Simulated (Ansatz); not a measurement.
# C2H8OSSi: the cost of one run

All numbers below are computed with Ansatz 0.2.0 (RKS PBE0/def2-SVP).

**1. The system as given**

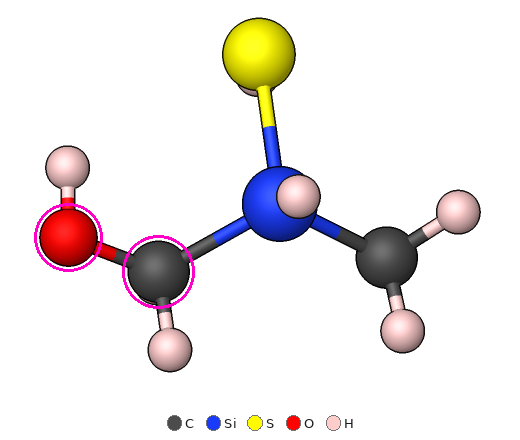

The starting structure, seen from a free direction (carbon dark grey, silicon blue, sulfur yellow, oxygen red, hydrogen pink). Ringed: C4, O5.

Coordinates:

```xyz
13

C    -1.4581    0.2423    1.0685
Si   -0.2722    0.5514   -0.2909
S     1.2952    1.7871    0.4645
C     0.5819   -1.0494   -0.8635
O     1.5764   -0.9982   -1.8337
H    -1.9271    1.2519    1.4031
H    -1.0298   -0.2128    1.9227
H    -2.2984   -0.3172    0.7007
H    -0.8852    1.2915   -1.3877
H     1.6134    1.0380    1.5767
H     0.8849   -1.6004    0.0315
H    -0.2524   -1.6803   -1.2858
H     2.1919   -0.3388   -1.4914
```

**2. Relaxing end A**

input.yaml reads:

```yaml
crystal:
  periodic: [false, false, false]
  atoms:
    - { symbol: C, position_ang: [-1.4581, 0.2423, 1.0685] }
    - { symbol: Si, position_ang: [-0.2722, 0.5514, -0.2909] }
    - { symbol: S, position_ang: [1.2952, 1.7871, 0.4645] }
    - { symbol: C, position_ang: [0.5819, -1.0494, -0.8635] }
    - { symbol: O, position_ang: [1.5764, -0.9982, -1.8337] }
    - { symbol: H, position_ang: [-1.9271, 1.2519, 1.4031] }
    - { symbol: H, position_ang: [-1.0298, -0.2128, 1.9227] }
    - { symbol: H, position_ang: [-2.2984, -0.3172, 0.7007] }
    - { symbol: H, position_ang: [-0.8852, 1.2915, -1.3877] }
    - { symbol: H, position_ang: [1.6134, 1.038, 1.5767] }
    - { symbol: H, position_ang: [0.8849, -1.6004, 0.0315] }
    - { symbol: H, position_ang: [-0.2524, -1.6803, -1.2858] }
    - { symbol: H, position_ang: [2.1919, -0.3388, -1.4914] }
basis:
  gaussian: { orbitals: def2-SVP }
hamiltonian:
  xc: pbe0
relax:
  f_tol: 0.015
  max_steps: 40
```

The run is started by

```console
ansatz run input.yaml --threads 2 --pin off --max-ram 3072MiB --backend cpu --events-out ev --progress --plain --runs-dir out
```

Q: Estimate wall time and peak memory on 2 threads of Arm Neoverse V2, shared host.

About 26 s, with a peak of 0.28 GiB.
